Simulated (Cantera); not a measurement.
A closed system holds: 1 mol MgCO3, 0.18 mol SO2, 0.099 mol O2, equilibrated at 0.100 bar.

Equilibrium computed with Cantera from the NASA thermochemical tables; the gas is ideal and each condensed phase is pure. Candidate condensed phases: C, Mg, MgCO3, MgO, MgS, MgSO4, S; 26 gas species. Rates play no part.

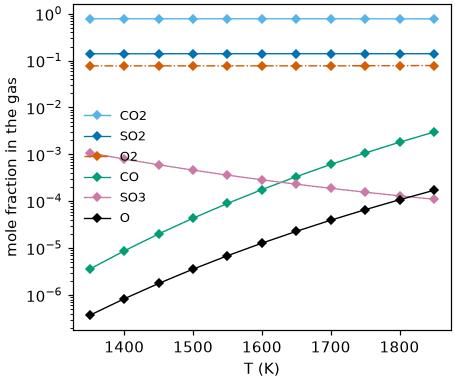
Figure: Equilibrium gas composition (values under 1e-9 drawn at 1e-9)

From 1350 K to 1850 K the condensed part is MgO(s).
